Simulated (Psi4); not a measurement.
# SnH2Cl2 (SMILES [Cl][SnH2][Cl]) at BHLYP/def2-SVPD (core potential)

Aim: the energy change on altering one bond length of SnH2Cl2 at BHLYP/def2-SVPD (core potential), from 2 runs. 

The calculation is run with Psi4 1.11.

## Step 1: Starting point

SnH2Cl2: 5 atoms, total charge 0, spin state singlet. As SMILES, `[Cl][SnH2][Cl]`. Geometry: relaxed at PBE0-D4/def2-TZVP.

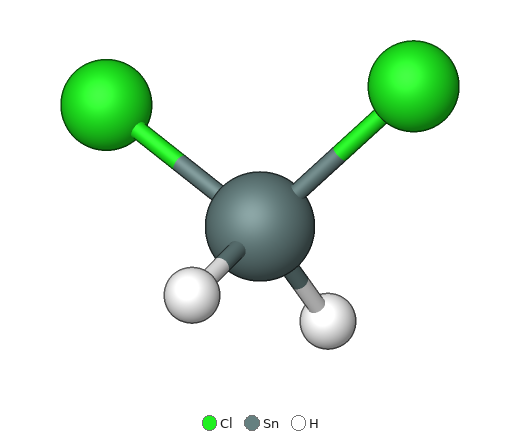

The structure, seen from a chosen angle (chlorine green, tin teal, hydrogen white).

## Step 2: The energy at BHLYP/def2-SVPD (core potential)

The input, calc.inp:

```
memory 2200 MB

molecule geom {
  0 1
  Cl
  Sn 1 R2
  Cl 2 R3 1 A3
  H 2 R4 3 A4 1 D4
  H 2 R5 4 A5 3 D5

  R2 = 2.316205
  R3 = 2.316172
  A3 = 106.52122
  R4 = 1.695273
  A4 = 107.78239
  D4 = 115.44849
  R5 = 1.695154
  A5 = 118.59378
  D5 = -122.69103
  units angstrom
  symmetry c1
  no_reorient
  no_com
}

set {
  basis def2-SVPD
  puream true
  e_convergence 1e-09
  d_convergence 1e-08
  scf_type pk
  dft_radial_points 99
  dft_spherical_points 590
}

e = energy('bhhlyp')
```

Run with:

```
$ psi4 -i calc.inp -o calc.out -n 1
```

calc.out:

```text
[...]
    !!!  WARNING: ECP capability is in beta. Please check occupations closely.  !!!
[...]
  Running in c1 symmetry.
[...]
  Nuclear repulsion =  237.041493371458557
[...]
  Multiplicity = 1
[...]
  Nalpha       = 29
  Nbeta        = 29
[...]
    Number of basis functions: 102
[...]
   @RKS iter   1: -1135.51386414079843   -1.04821e+00   4.30896e-03 ADIIS/DIIS
[...]
   @RKS iter  11: -1135.62134447744074    0.00000e+00   2.25107e-09 DIIS
[...]
    Orbital Energies [Eh]
    ---------------------
    Doubly Occupied:
       1A   -102.775955     2A   -102.775939     3A     -9.887578
       4A     -9.887573     5A     -7.543813     6A     -7.543803
       7A     -7.538899     8A     -7.538891     9A     -7.538723
      10A     -7.538718    11A     -5.466103    12A     -3.752379
      13A     -3.750349    14A     -3.746224    15A     -1.221027
      16A     -1.217581    17A     -1.212505    18A     -1.209736
      19A     -1.209482    20A     -0.933367    21A     -0.915119
      22A     -0.610674    23A     -0.451373    24A     -0.445023
      25A     -0.443341    26A     -0.391395    27A     -0.391023
      28A     -0.383277    29A     -0.375530
[...]
  @RKS Final Energy: -1135.62134447744074
   => Energetics <=
    Nuclear Repulsion Energy =            237.0414933714585572
    One-Electron Energy =               -2120.3004550960959023
    Two-Electron Energy =                 786.4404392118295846
    DFT Exchange-Correlation Energy =     -38.8028219646328765
    Empirical Dispersion Energy =           0.0000000000000000
    VV10 Nonlocal Energy =                  0.0000000000000000
    Total Energy =                      -1135.6213444774405161
[...]
 Multipole Moments:
 ------------------------------------------------------------------------------------
     Multipole            Electronic (a.u.)      Nuclear  (a.u.)        Total (a.u.)
 ------------------------------------------------------------------------------------
 L = 1.  Multiply by 2.5417464519 to convert [e a0] to [Debye]
 Dipole X            :          0.0002214           -0.0001629            0.0000586
 Dipole Y            :         26.0374264          -25.1528462            0.8845801
 Dipole Z            :         19.4358827          -18.7755631            0.6603196
 Magnitude           :                                                    1.1038587
[...]
```

Wall time 14 s (1 thread of AMD EPYC 7R43 (Zen 3), shared host); peak memory 1.1 GiB.

## Step 3: The distorted shape: energy and forces at BHLYP/def2-SVPD (core potential)

The input, calc.dat:

```
memory 2200 mb

molecule mol {
  Cl
  Sn 1 R2
  Cl 2 R3 1 A3
  H 2 R4 1 A4 3 D4
  H 2 R5 4 A5 1 D5

  R2 = 2.316205
  R3 = 3.011
  A3 = 106.52121
  R4 = 1.695273
  A4 = 107.78401
  D4 = -115.4474
  R5 = 1.695154
  A5 = 118.59378
  D5 = 122.69515
  units angstrom
  symmetry c1
}

set basis def2-SVPD
set reference rks
set puream true
set e_convergence 1e-09
set d_convergence 1e-08
set scf_type pk
set dft_radial_points 99
set dft_spherical_points 590

energy_value, wavefunction = gradient('bhhlyp', return_wfn=True)
oeprop(wavefunction, 'DIPOLE', 'MAYER_INDICES', 'QUADRUPOLE', title='BHHLYP')
```

Run with:

```
$ psi4 calc.dat calc.out -n 1
```

calc.out (excerpt; [...] marks lines left out):

```text
[...]
    !!!  WARNING: ECP capability is in beta. Please check occupations closely.  !!!
[...]
  Running in c1 symmetry.
[...]
  Nuclear repulsion =  210.901307326141961
[...]
  Multiplicity = 1
[...]
  Nalpha       = 29
  Nbeta        = 29
[...]
    Number of basis functions: 102
[...]
   @RKS iter   1: -1135.48635595443034   -1.23893e+00   3.83488e-03 ADIIS/DIIS
[...]
   @RKS iter  11: -1135.57022136274895   -1.86446e-11   8.72200e-09 DIIS
[...]
  @RKS Final Energy: -1135.57022136274895
   => Energetics <=
    Nuclear Repulsion Energy =            210.9013073261419606
    One-Electron Energy =               -2067.8389339644909342
    Two-Electron Energy =                 760.1143242905677653
    DFT Exchange-Correlation Energy =     -38.7469190149677658
    Empirical Dispersion Energy =           0.0000000000000000
    VV10 Nonlocal Energy =                  0.0000000000000000
    Total Energy =                      -1135.5702213627489527
[...]
  -Total Gradient:
     Atom            X                  Y                   Z
    ------   -----------------  -----------------  -----------------
       1       -0.000000203391     0.002059855720     0.005358139897
       2        0.000030517603     0.039183843565    -0.017557304694
       3       -0.000000149926    -0.051562289727     0.014525448741
       4       -0.000096373906     0.005157102739    -0.001158997469
       5        0.000066207408     0.005143475017    -0.001169578034
[...]
 Multipole Moments:
 ------------------------------------------------------------------------------------
     Multipole            Electronic (a.u.)      Nuclear  (a.u.)        Total (a.u.)
 ------------------------------------------------------------------------------------
 L = 1.  Multiply by 2.5417464519 to convert [e a0] to [Debye]
 Dipole X            :          0.0002069           -0.0001628            0.0000441
 Dipole Y            :         35.3846681          -33.2452563            2.1394118
 Dipole Z            :         16.5469652          -16.3752282            0.1717371
 Magnitude           :                                                    2.1462937
 L = 2.  Multiply by 1.3450342976 to convert [e a0^2] to [Debye ang]
 Quadrupole XX       :        -53.3076655           15.1738654          -38.1338002
 Quadrupole XY       :          0.0007747           -0.0007016            0.0000731
[...]
```

It took 19 s on 1 thread of AMD EPYC 7R43 (Zen 3), shared host; peak memory 1.1 GiB.

## Step 4: Results

At BHLYP/def2-SVPD (core potential):

| quantity | value |
| --- | --- |
| first shape: total energy | -1135.62134 Eh |
| first shape: dipole moment | 2.81 D |
| first shape: HOMO energy | -10.22 eV |
| first shape: LUMO energy | -0.67 eV |
| first shape: HOMO–LUMO gap | 9.55 eV |
| distorted shape: total energy | -1135.57022 Eh |
| distorted shape: dipole moment | 5.46 D |
| distorted shape: HOMO energy | -9.23 eV |
| distorted shape: LUMO energy | -3.00 eV |
| distorted shape: HOMO–LUMO gap | 6.23 eV |
| distorted shape: largest force on an atom | 2.755 eV/Å |
| energy change with the Sn2–Cl3 bond stretched from 2.316 to 3.011 Å | 1.391 eV |

With the Sn2–Cl3 bond stretched from 2.316 to 3.011 Å the energy rises by 1.39 eV (134 kJ/mol). The first shape isn't relaxed at this level, so the change isn't measured from a minimum.
